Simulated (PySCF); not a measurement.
# C₆H₅F: excited-state relaxation

Wanted: excited-state relaxation for C₆H₅F (`Fc1ccccc1`).

Computed with PySCF 2.14.0 and routines of our own; the level stands in each step. Atoms count from 0.

## (1) The starting structure

12 atoms, charge 0, multiplicity 1; geometry from: GFN2-xTB.

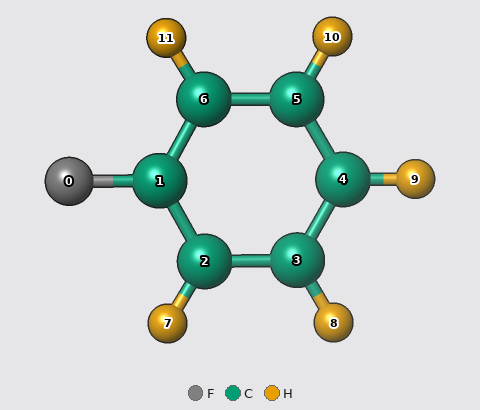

The starting geometry (fluorine grey, carbon teal, hydrogen amber).

## (2) Optimising the geometry at CAM-B3LYP/def2-SV(P)

Job settings and geometry (Å):

```
{"job": {"xc": "CAM-B3LYP", "basis": "def2-SV(P)", "grid": 1, "kind": "geom"}, "charge": 0, "multiplicity": 1}
F     -2.255213    -1.465224     0.011692
C     -1.122564    -0.729488     0.004484
C      0.097591    -1.379539    -0.019046
C      1.252996    -0.617615    -0.026258
C      1.178173     0.765381    -0.009484
C     -0.054904     1.395957     0.014139
C     -1.220560     0.649697     0.020793
H      0.130888    -2.457517    -0.030474
H      2.214578    -1.107869    -0.044809
H      2.083462     1.353298    -0.013799
H     -0.111310     2.473986     0.027126
H     -2.191939     1.118246     0.039608
```

Started as:

```sh
$ OMP_NUM_THREADS=1 python excited_run.py task.json out
```

The driver reads the jobs from task.json and runs them one after another.

What it wrote:

```text
step   0  E = -331.07048891  max force = 0.013730
step   1  E = -331.07164275  max force = 0.002311
step   2  E = -331.07165613  max force = 0.000865
step   3  E = -331.07165011  max force = 0.001352
step   4  E = -331.07165674  max force = 0.000406
optimisation converged
```

Wall time 44 s (1 thread of Intel Xeon at 2.70GHz, shared host); peak memory 0.52 GiB.

The steps of the relaxation:

| step | energy from step 0 (eV) | largest force component (eV/Å) |
| --- | --- | --- |
| 0 | 0.0000 | 0.7060 |
| 1 | -0.0314 | 0.1188 |
| 2 | -0.0318 | 0.0445 |
| 3 | -0.0316 | 0.0695 |
| 4 | -0.0318 | 0.0209 |

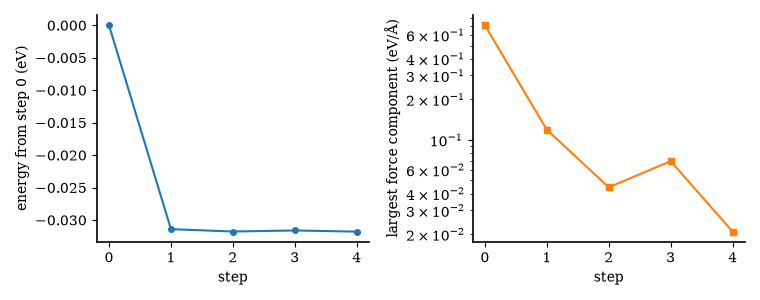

Energy and force, step by step.

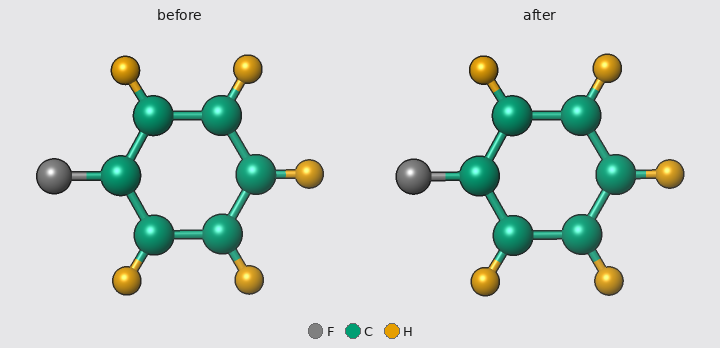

The geometry before (left) and after (right).

Distances of close pairs at the start and the end, largest changes first:

| bond | before (Å) | after (Å) | change (Å) |
| --- | --- | --- | --- |
| F0–C1 | 1.351 | 1.336 | -0.015 |
| C3–H8 | 1.080 | 1.093 | +0.014 |
| C5–H10 | 1.080 | 1.093 | +0.013 |
| C2–H7 | 1.079 | 1.092 | +0.013 |
| C6–H11 | 1.079 | 1.092 | +0.013 |
| C4–H9 | 1.079 | 1.093 | +0.013 |
| C2–C3 | 1.384 | 1.393 | +0.009 |
| C5–C6 | 1.384 | 1.393 | +0.009 |

The next job starts from the end point, and lists it.

| at the end point | value |
| --- | --- |
| point group (found at 0.08 Å tolerance) | C2v |
| rotational constants (GHz, main isotopes) | 5.690, 2.572, 1.771 |
| dipole moment (D) | 1.40 |

## (3) Excited-state relaxation: TDA CAM-B3LYP/def2-SV(P)

Job settings and geometry (Å):

```
{"job": {"kind": "xopt", "state": "S1", "method": "TDA", "freq": false, "xc": "CAM-B3LYP", "basis": "def2-SV(P)", "grid": 1}, "charge": 0, "multiplicity": 1}
F     -2.233526    -1.308798    -0.101678
C     -1.114051    -0.579845    -0.111047
C      0.113700    -1.227881    -0.136431
C      1.277100    -0.461249    -0.145722
C      1.206006     0.931159    -0.129816
C     -0.038772     1.558812    -0.104715
C     -1.210621     0.805083    -0.095148
H      0.140882    -2.319381    -0.148461
H      2.249545    -0.960010    -0.165431
H      2.121470     1.527633    -0.136939
H     -0.101459     2.650010    -0.092255
H     -2.197614     1.271724    -0.075646
```

Method: TDA CAM-B3LYP/def2-SV(P) excited-state geometry optimisation, gas phase.

What it wrote:

```text
final grid: 48744 points
cycle   1  E = -331.0189830733  dE =  1.324e+00  |g| = 5.042e-01  |ddm| = 4.743e+00
cycle   2  E = -331.0181847757  dE =  7.983e-04  |g| = 5.588e-01  |ddm| = 1.169e+00
cycle   3  E = -331.0709134006  dE = -5.273e-02  |g| = 5.513e-02  |ddm| = 5.038e-01
cycle   4  E = -331.0714769139  dE = -5.635e-04  |g| = 2.636e-02  |ddm| = 8.039e-02
cycle   5  E = -331.0716502363  dE = -1.733e-04  |g| = 5.137e-03  |ddm| = 3.973e-02
cycle   6  E = -331.0716560233  dE = -5.787e-06  |g| = 1.597e-03  |ddm| = 7.491e-03
cycle   7  E = -331.0716566956  dE = -6.723e-07  |g| = 3.306e-04  |ddm| = 1.967e-03
cycle   8  E = -331.0716567302  dE = -3.468e-08  |g| = 2.168e-04  |ddm| = 6.234e-04
cycle   9  E = -331.0716567417  dE = -1.142e-08  |g| = 2.981e-05  |ddm| = 2.817e-04
cycle  10  E = -331.0716567422  dE = -5.108e-10  |g| = 1.194e-05  |ddm| = 8.081e-05
converged SCF energy = -331.0716567422

vertical S1 at the ground-state geometry: 5.6105 eV
step    E(state)/Eh    max force   excitation/eV  root
  0    -330.86461382   0.040836     5.5803      1
  1    -330.87023340   0.005355     5.3533      1
  2    -330.87029687   0.001970     5.3395      1
  3    -330.87031211   0.001856     5.3430      1
  4    -330.87032966   0.000556     5.3445      1
  5    -330.87033096   0.000590     5.3449      1
  6    -330.87033346   0.000188     5.3442      1
optimisation converged
vertical emission 5.3442 eV, adiabatic 5.4783 eV, Stokes shift 0.2663 eV, reorganisation 0.1322 (excited) and 0.1341 eV (ground)
```

It took 1.9 min on 1 thread of Intel Xeon at 2.70GHz, shared host; peak memory 0.63 GiB.

In short:

| quantity | value |
| --- | --- |
| vertical absorption, S1 | 5.61 eV |
| adiabatic energy, S1 | 5.48 eV |
| vertical emission, S1 | 5.34 eV |
| Stokes shift, S1 | 0.27 eV |
| geometry moved (RMSD), S1 | 0.031 Å |

Bonds of the start that changed most:

| bond | start (Å) | end (Å) |
| --- | --- | --- |
| C2–C3 | 1.393 | 1.422 |
| C3–C4 | 1.394 | 1.423 |
| C4–C5 | 1.394 | 1.423 |
| C5–C6 | 1.393 | 1.422 |
| C1–C2 | 1.389 | 1.416 |
| C6–C1 | 1.388 | 1.416 |

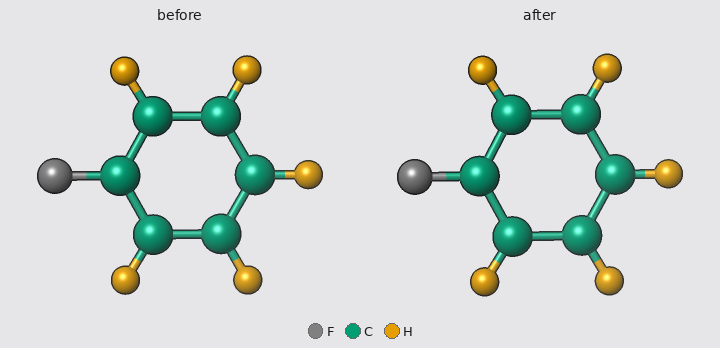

Before and after.

## (4) Excited-state relaxation: UKS CAM-B3LYP/def2-SV(P)

The job, as its differences from that of step 3:

```diff
@@ -1,2 +1,2 @@
-{"job": {"kind": "xopt", "state": "S1", "method": "TDA", "freq": false, "xc": "CAM-B3LYP", "basis": "def2-SV(P)", "grid": 1}, "charge": 0, "multiplicity": 1}
+{"job": {"kind": "xopt", "state": "T1", "method": "UKS", "freq": false, "xc": "CAM-B3LYP", "basis": "def2-SV(P)", "grid": 1}, "charge": 0, "multiplicity": 1}
 F     -2.233526    -1.308798    -0.101678
```

Method: UKS CAM-B3LYP/def2-SV(P) excited-state geometry optimisation, gas phase.

What it wrote:

```text
final grid: 48744 points
cycle   1  E = -331.0189830733  dE =  1.324e+00  |g| = 5.042e-01  |ddm| = 4.743e+00
cycle   2  E = -331.0181847757  dE =  7.983e-04  |g| = 5.588e-01  |ddm| = 1.169e+00
cycle   3  E = -331.0709134006  dE = -5.273e-02  |g| = 5.513e-02  |ddm| = 5.038e-01
cycle   4  E = -331.0714769139  dE = -5.635e-04  |g| = 2.636e-02  |ddm| = 8.039e-02
cycle   5  E = -331.0716502363  dE = -1.733e-04  |g| = 5.137e-03  |ddm| = 3.973e-02
cycle   6  E = -331.0716560233  dE = -5.787e-06  |g| = 1.597e-03  |ddm| = 7.491e-03
cycle   7  E = -331.0716566956  dE = -6.723e-07  |g| = 3.306e-04  |ddm| = 1.967e-03
cycle   8  E = -331.0716567302  dE = -3.468e-08  |g| = 2.168e-04  |ddm| = 6.234e-04
cycle   9  E = -331.0716567417  dE = -1.142e-08  |g| = 2.981e-05  |ddm| = 2.817e-04
cycle  10  E = -331.0716567422  dE = -5.108e-10  |g| = 1.194e-05  |ddm| = 8.081e-05
converged SCF energy = -331.0716567422

vertical T1 at the ground-state geometry: 4.5050 eV
step    E(state)/Eh    max force   <S^2>
  0    -330.90303680   0.108613    2.0052
  1    -330.92027480   0.034095    2.0060
  2    -330.92692174   0.019197    2.0062
  3    -330.92784467   0.019096    2.0059
  4    -330.92906749   0.007553    2.0061
  5    -330.92923343   0.004471    2.0064
  6    -330.92951312   0.003241    2.0064
  7    -330.92965298   0.004167    2.0069
  8    -330.93034208   0.008675    2.0099
  9    -330.91975685   0.042816    2.0327
 10    -330.92985252   0.028648    2.0226
 11    -330.92973163   0.027110    2.0230
 12    -330.93174911   0.022695    2.0223
 13    -330.93253414   0.020648    2.0233
 14    -330.93367162   0.012183    2.0269
 15    -330.93551576   0.007908    2.0375
 16    -330.93727685   0.003404    2.0508
 17    -330.93750804   0.004733    2.0553
 18    -330.93754495   0.002217    2.0540
 19    -330.93758315   0.001162    2.0544
 20    -330.93759179   0.000524    2.0544
 21    -330.93759378   0.000231    2.0543
optimisation converged
vertical emission 1.0573 eV, adiabatic 3.6480 eV, Stokes shift 3.4477 eV, reorganisation 0.8569 (excited) and 2.5908 eV (ground)
```

Wall time 5.9 min (1 thread of Intel Xeon at 2.70GHz, shared host); peak memory 0.59 GiB.

Key values:

| quantity | value |
| --- | --- |
| vertical gap at the ground-state geometry, T1 | 4.50 eV |
| adiabatic energy, T1 | 3.65 eV |
| vertical gap at the relaxed geometry, T1 | 1.06 eV |
| difference of the two gaps, T1 | 3.45 eV |
| geometry moved (RMSD), T1 | 0.483 Å |

Bonds of the start that changed most:

| bond | start (Å) | end (Å) |
| --- | --- | --- |
| C6–C1 | 1.388 | 1.484 |
| C1–C2 | 1.389 | 1.483 |
| C3–C4 | 1.394 | 1.428 |
| C4–C5 | 1.394 | 1.428 |
| C5–C6 | 1.393 | 1.361 |
| C2–C3 | 1.393 | 1.362 |

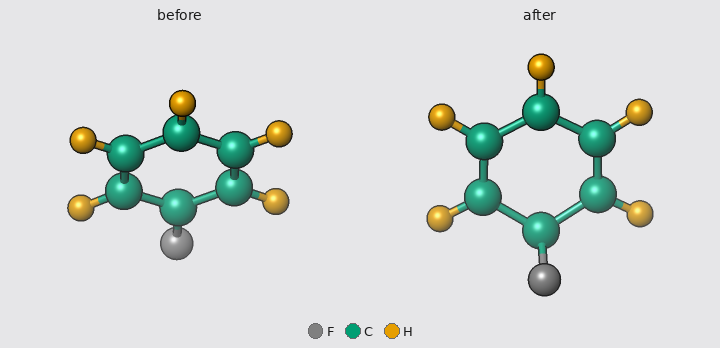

Before and after.

## (5) Summary of results

```
                                                                        quantity                 value
                                                                     point group                   C2v
                                            rotational constants (main isotopes)  5.69, 2.57, 1.77 GHz
                      vertical absorption, S1 (step 3, TDA CAM-B3LYP/def2-SV(P))               5.61 eV
                         adiabatic energy, S1 (step 3, TDA CAM-B3LYP/def2-SV(P))               5.48 eV
                        vertical emission, S1 (step 3, TDA CAM-B3LYP/def2-SV(P))               5.34 eV
                             Stokes shift, S1 (step 3, TDA CAM-B3LYP/def2-SV(P))               0.27 eV
vertical gap at the ground-state geometry, T1 (step 4, UKS CAM-B3LYP/def2-SV(P))               4.50 eV
                         adiabatic energy, T1 (step 4, UKS CAM-B3LYP/def2-SV(P))               3.65 eV
     vertical gap at the relaxed geometry, T1 (step 4, UKS CAM-B3LYP/def2-SV(P))               1.06 eV
               difference of the two gaps, T1 (step 4, UKS CAM-B3LYP/def2-SV(P))               3.45 eV
```

**Reading.** Over 4 steps the energy fell by 0.032 eV; of the close pairs, F0–C1 changed most, 1.351 to 1.336 Å. No frequency check was run at this level, so the end point may be a saddle. Where no frequencies were run, the relaxed excited state may be a saddle. In step 3 (excited-state relaxation), among the bonds C2–C3 changes most, from 1.393 to 1.422 Å. In step 4 the harmonic model is doubtful. In step 4 (excited-state relaxation), among the bonds C6–C1 changes most, from 1.388 to 1.484 Å. The atoms move far more than that, so angles or torsions carry the main change. ΔSCF (UKS) and response values aren't on one footing and may follow different states, so their differences aren't method errors alone, and singlets and triplets from the two don't rank.
